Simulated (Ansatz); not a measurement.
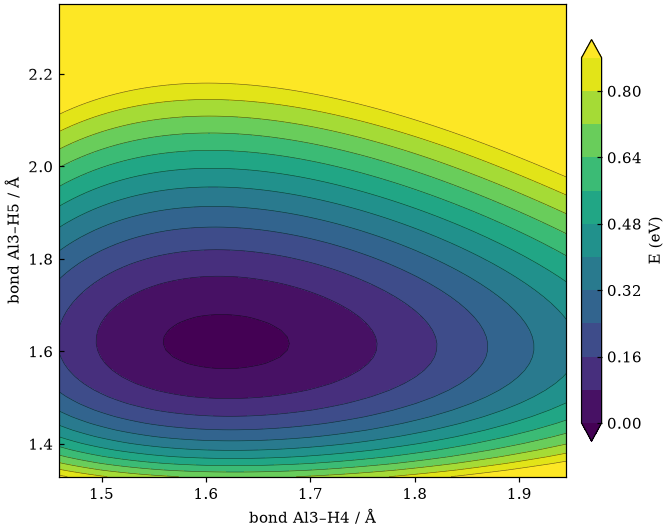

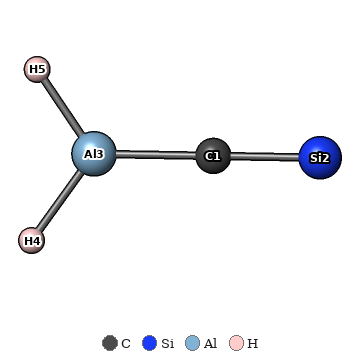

Energy landscape of CH2AlSi, charge −1. Two internal coordinates are moved rigidly from the geometry relaxed at PBE0-D4/def2-TZVP, all others fixed. First axis: bond Al3–H4. Second axis: bond Al3–H5. Grid: 7 × 7 points. Points are written as (first, second). All energies are given in eV relative to the lowest grid point. Theory: RHF-CCSD(T), frozen core/def2-TZVPPD (Ansatz 0.2.0).

Drawn: filled contours, one colour for all values above the top of the scale. Between grid points the surface is interpolated. The second picture is the structure at the lowest point.

Question: Describe this landscape.

Answer: The lowest grid point is at (1.657 Å, 1.574 Å). The bottom of the well lies between grid points, at about (1.617 Å, 1.617 Å), about 0.021 eV lower on the interpolated surface. No other kind of well shows on this grid. The highest grid point, (1.945 Å, 2.351 Å), lies 1.71 eV above the lowest. Round the minimum the contours are nearly round: the two directions are equally stiff and uncoupled.

The values on the grid:

```
bond Al3–H5 ↓, bond Al3–H4 →  1.459  1.506  1.576  1.657  1.746  1.843  1.945
                       2.351   1.39   1.31   1.25   1.27   1.35   1.51   1.71
                       2.135   0.93   0.84   0.78   0.79   0.88   1.03   1.23
                       1.932   0.51   0.42   0.36   0.37   0.45   0.59   0.79
                       1.744   0.23   0.13   0.07   0.07   0.14   0.28   0.47
                       1.574   0.17   0.08   0.00   0.00   0.07   0.20   0.39
                       1.429   0.43   0.33   0.26   0.25   0.31   0.44   0.62
                       1.329   0.90   0.80   0.72   0.71   0.77   0.89   1.07
```
